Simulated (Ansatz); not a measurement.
Consider PbI$_{2}$ in the 2H-MoS2 type structure (space group P6_3/mmc, No. 194; a = 4.398 Å, c = 14.845 Å; a hypothetical phase, not in the database extracts checked).

The change: a hydrostatic pressure of 3 GPa.

Level of theory: Ansatz (a first-principles code) PBE-D3(BJ), spin-orbit coupling left out, earlier PAW set.

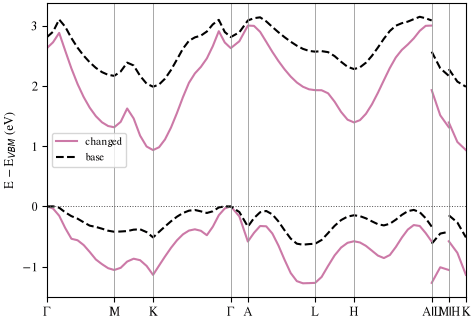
Fig. 1. Highest valence and lowest conduction band along the path, each from its own valence-band maximum

Question: Read the changed gap and its character from the plot.

Answer: About 0.9 eV, indirect, Γ → K.

With I and Pb present, leaving out spin-orbit coupling can change the band edges. Load acts through the strain it causes; cell and atoms are relaxed under it. No phonon test of stability was made.
